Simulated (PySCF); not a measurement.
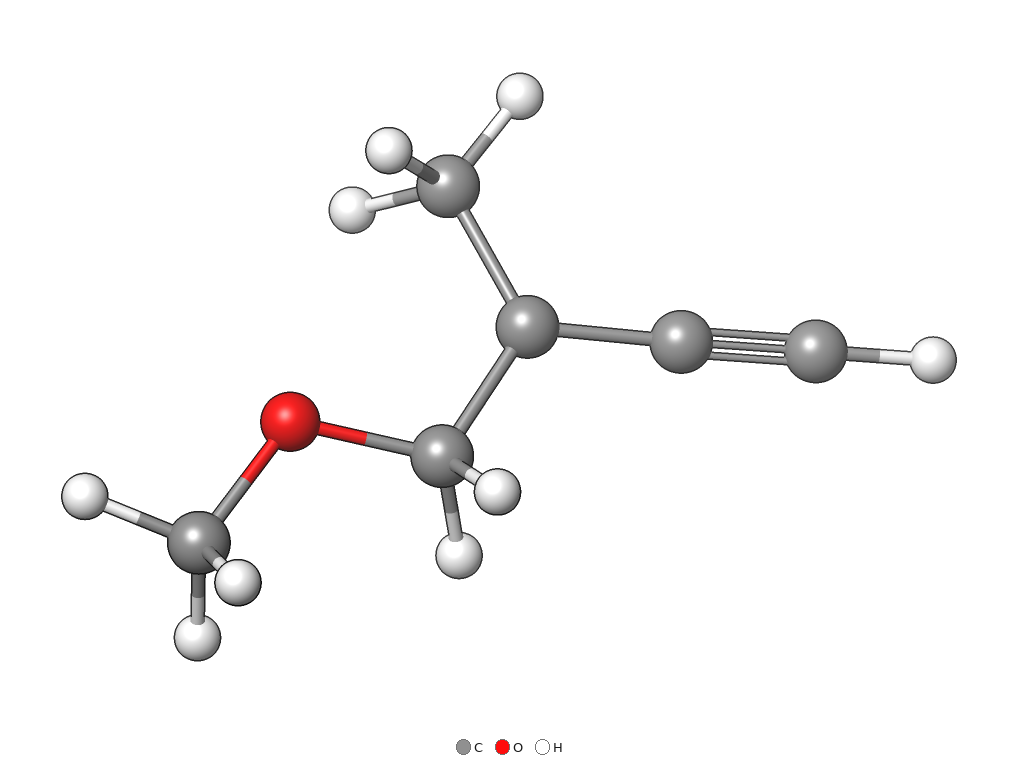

State: charge +1, singlet. The computed structure is the end point of a GFN2-xTB optimisation. No frequency run is at hand to confirm it as a minimum. Level of theory: CAM-B3LYP/def2-SVPD, gas phase (PySCF 2.14.0). Excitations: vertical, linear response.

What does the calculation give?

The species is C₆H₉O⁺ (`C#C[C+](C)COC`).
- HOMO energy (Kohn–Sham orbital): −13.73 eV
- LUMO energy (Kohn–Sham orbital): −7.90 eV
- HOMO–LUMO gap: 5.83 eV
- mean static polarisability: 77.4 bohr³
- lowest vertical singlet excitation: 3.04 eV
- its oscillator strength: 0.061
- brightest of the 8 lowest singlets: 5.08 eV
- its oscillator strength: 0.19
